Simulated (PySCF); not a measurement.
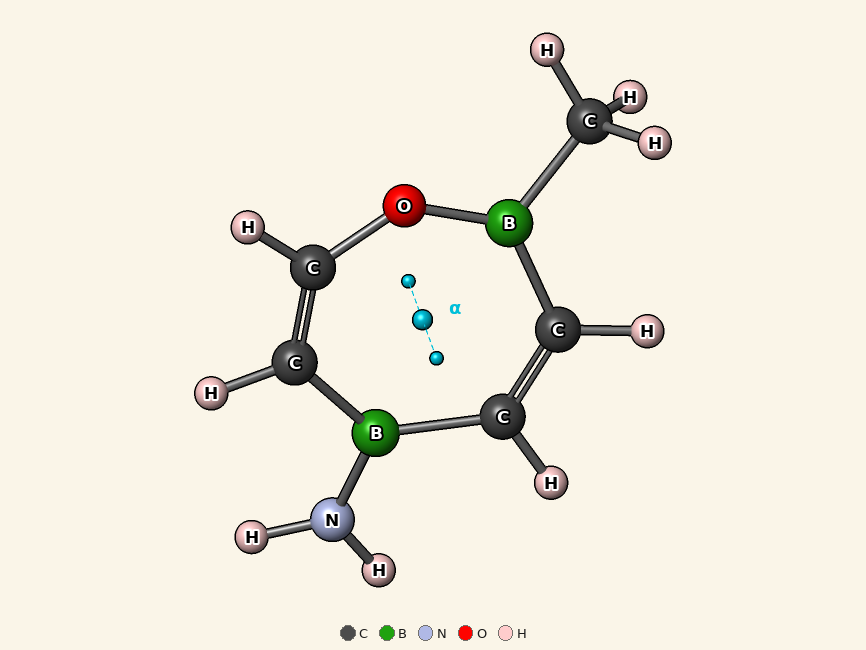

The small points mark where nucleus-independent chemical shifts (NICS) were computed: at the centre of each lettered ring and 1 Å above and below it. Computed geometry: GFN2-xTB optimisation. No frequency run is at hand to confirm it as a minimum. Level of theory: GIAO PBE0/pcSseg-1 NMR shielding, non-relativistic, gas phase (PySCF 2.14.0).

Give NICS(0), NICS(1) and the out-of-plane component NICS(1)zz for each ring (means of the two sides).

```json
{"ring": "α", "members": "C4B2O", "NICS(0)": "2.2", "NICS(1)": "−1.1", "NICS(1)zz": "0.4"}
```

Values in ppm.

### What do the values say about the ring currents?

Ring α: weak, as in a non-aromatic ring. NICS is one index among several.

The geometry is semi-empirical. Around B such bond lengths and angles can be off by a tenth of an ångström or more and by several degrees, and values that hang on the shape move with them.
